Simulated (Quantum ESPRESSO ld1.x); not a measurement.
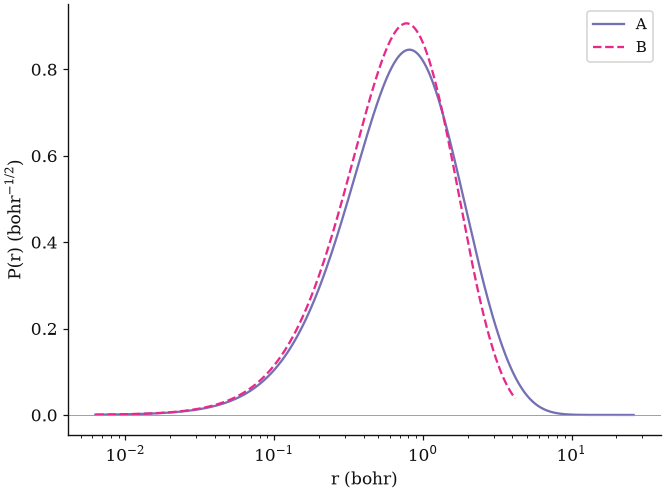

Two charge states of oxygen were computed: O in [He] 2s2 2p4; O⁺ in [He] 2s2 2p3. Computed with Quantum ESPRESSO ld1.x 7.5: scalar-relativistic Kohn-Sham, BLYP, spin-unpolarised, spherical densities, point nucleus.

The plot shows P(r) = r R(r) of the 2p orbital in both runs (large components where relativistic).

### Assign A and B.

A is O in [He] 2s2 2p4 (⟨r⟩ = 1.27 bohr, eigenvalue −9.02 eV); B is O⁺ in [He] 2s2 2p3 (⟨r⟩ = 1.11 bohr, eigenvalue −24.5 eV). Fewer electrons screen less, so the orbital shrinks.
